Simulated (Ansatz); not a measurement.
**C2H6AlCl (dimethylaluminum chloride) at PBE0/cc-pVDZ**

What is the electronic atomisation energy of C2H6AlCl (dimethylaluminum chloride) at PBE0/cc-pVDZ? 

The calculation is run with Ansatz 0.2.0.

56 further runs of the same task are left out: 56 set aside as unsound or not needed.

### Step 1. Starting point

C2H6AlCl: 10 atoms, total charge 0, spin state singlet. As SMILES, `[CH3][Al]([CH3])[Cl]`. The coordinates come from a PBE0-D4/def2-TZVP relaxation.

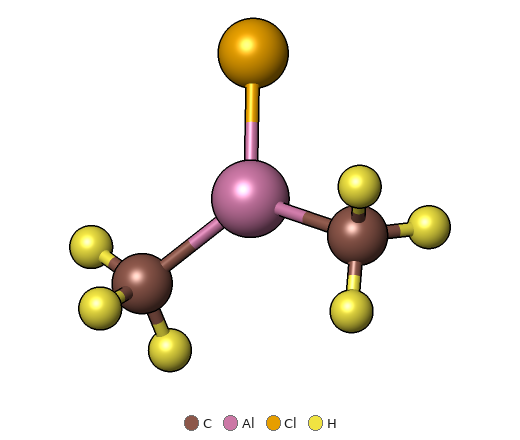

The structure, seen from a chosen angle (carbon brown, aluminium pink, chlorine amber, hydrogen yellow).

### Step 2. The energy at PBE0/cc-pVDZ

File input.yaml:

```yaml
crystal:
  periodic: [false, false, false]
  atoms:
    - {symbol: C, position_ang: [-0.517700, 1.358200, -0.989200]}
    - {symbol: Al, position_ang: [-0.252300, -0.446600, -0.322400]}
    - {symbol: C, position_ang: [0.742200, -0.932200, 1.273500]}
    - {symbol: Cl, position_ang: [-1.112300, -2.038200, -1.415400]}
    - {symbol: H, position_ang: [-1.121400, 1.383800, -1.898300]}
    - {symbol: H, position_ang: [-1.010200, 1.981400, -0.235400]}
    - {symbol: H, position_ang: [0.443800, 1.835600, -1.206000]}
    - {symbol: H, position_ang: [0.102400, -1.471200, 1.979300]}
    - {symbol: H, position_ang: [1.158700, -0.063300, 1.788800]}
    - {symbol: H, position_ang: [1.566900, -1.607500, 1.025200]}
basis:
  gaussian:
    orbitals: cc-pVDZ
hamiltonian:
  xc: pbe0
accuracy: high
output: {orbitals: {seedname: orbitals}}
```

Command:

```
$ ansatz run input.yaml --threads 1 --pin off --max-ram 3480MiB --events-out events.jsonl --progress --plain --runs-dir runs
```

The program printed:

```text
Warning: RAYON_NUM_THREADS=1 ignored (pool sized by the plan → 1); use --threads N
Functional definition: PBE0
  name "PBE0"
  parameter a = 0.25
  parameter kappa = 0.804
  parameter beta = 0.06672455060314922
  exchange = (1 - a)*pbe_x(kappa = kappa, mu = beta*pi^2/3) + a*exact_x
  correlation = pbe_c(beta = beta)
2223 factors; integrals over basis functions are off by at most 4.2e-9 eV
mean field evaluation 1: about -21275.1501 eV, gradient 6.0e1 eV
mean field evaluation 2: about -21273.1649 eV, gradient 6.2e1 eV
mean field evaluation 4: about -21283.8694 eV, gradient 1.7e0 eV
mean field evaluation 8: about -21284.0331 eV, gradient 1.4e-1 eV
mean field evaluation 16: about -21284.0332 eV, gradient 2.0e-5 eV
mean field -21284.03320924 eV, -782.1737936035 hartree, gradient 2.2e-8 eV, S^2 0.000000; 0 other end points of the search recorded, 0 dependent functions left out
reference -21284.03321218 eV, -782.1737937117 hartree; 24, 24 occupied and 70, 70 virtual orbitals, 2223 factors
Total energy: -21284.03321218 eV, -782.1737937117 hartree
```

It took 13 s on 1 thread of Arm Neoverse V1, shared host; peak memory 0.35 GiB.

### Step 3. The Al atom

File molecule.yaml:

```yaml
crystal:
  periodic: [false, false, false]
  atoms:
    - {symbol: Al, position_ang: [0.000000, 0.000000, 0.000000]}
basis:
  gaussian:
    orbitals: cc-pVDZ
total_charge: 0
magnetization:
  spin_polarized: true
  initial_magnetization: 1
hamiltonian:
  xc: {name: PBE0}
accuracy: high
```

Command:

```
$ ansatz run molecule.yaml --threads 1 --pin off --max-ram 3480MiB --events-out events.jsonl --progress --plain --runs-dir runs
```

The program printed:

```text
Warning: RAYON_NUM_THREADS=1 ignored (pool sized by the plan → 1); use --threads N
Functional definition: PBE0
  name "PBE0"
  parameter a = 0.25
  parameter kappa = 0.804
  parameter beta = 0.06672455060314922
  exchange = (1 - a)*pbe_x(kappa = kappa, mu = beta*pi^2/3) + a*exact_x
  correlation = pbe_c(beta = beta)
144 factors; integrals over basis functions are off by at most 3.2e-9 eV
mean field evaluation 1: about -6591.8096 eV, gradient 1.5e0 eV
mean field evaluation 2: about -6591.8515 eV, gradient 3.7e-1 eV
mean field evaluation 4: about -6591.8554 eV, gradient 5.0e-2 eV
mean field evaluation 8: about -6591.8554 eV, gradient 4.3e-5 eV
mean field -6591.85541527 eV, -242.2462183911 hartree, gradient 5.6e-8 eV, S^2 0.755810; 0 other end points of the search recorded, 0 dependent functions left out
reference -6591.85541679 eV, -242.2462184470 hartree; 7, 6 occupied and 11, 12 virtual orbitals, 144 factors
Total energy: -6591.85541679 eV, -242.2462184470 hartree
```

Run time: 0.71 s. Hardware: 1 thread of Arm Neoverse V1, shared host.

### Step 4. The C atom at the same level

File run.yaml:

```yaml
crystal:
  periodic: [false, false, false]
  atoms:
    - {symbol: C, position_ang: [0.000000, 0.000000, 0.000000]}
basis:
  gaussian:
    orbitals: cc-pVDZ
magnetization:
  spin_polarized: true
  initial_magnetization: 2
hamiltonian:
  xc: {name: PBE0}
accuracy: high
```

Run the same way, it converges to -37.79901 Eh (log not shown).

### Step 5. The Cl atom

File job.yaml:

```yaml
crystal:
  periodic: [false, false, false]
  atoms:
    - {symbol: Cl, position_ang: [0.000000, 0.000000, 0.000000]}
basis:
  gaussian:
    orbitals: cc-pVDZ
magnetization:
  spin_polarized: true
  initial_magnetization: 1
hamiltonian:
  xc: {name: PBE0}
accuracy: high
```

Run the same way, it converges to -459.99033 Eh (log not shown).

### Step 6. The H atom, same level

File job.yaml:

```yaml
crystal:
  periodic: [false, false, false]
  atoms:
    - {symbol: H, position_ang: [0.000000, 0.000000, 0.000000]}
basis:
  gaussian:
    orbitals: cc-pVDZ
magnetization:
  spin_polarized: true
  initial_magnetization: 1
hamiltonian:
  xc: pbe0
accuracy: high
```

Run the same way, it converges to -0.50029 Eh (log not shown).

### Step 7. Outcome

At PBE0/cc-pVDZ:

| quantity | value |
| --- | --- |
| molecule: total energy | -782.17379 Eh |
| molecule: HOMO energy | -7.81 eV |
| molecule: LUMO energy | -0.61 eV |
| molecule: HOMO–LUMO gap | 7.20 eV |
| Al atom: total energy | -242.24622 Eh |
| Al atom: ⟨S²⟩ | 0.756 |
| C atom: total energy | -37.79901 Eh |
| C atom: ⟨S²⟩ | 2.003 |
| Cl atom: total energy | -459.99033 Eh |
| Cl atom: ⟨S²⟩ | 0.752 |
| H atom: total energy | -0.50029 Eh |
| H atom: ⟨S²⟩ | 0.750 |
| electronic atomisation energy | 36.395 eV |

What this shows: Taking the molecule apart into free atoms costs 36.39 eV (3512 kJ/mol), before zero-point energy and without spin-orbit coupling.
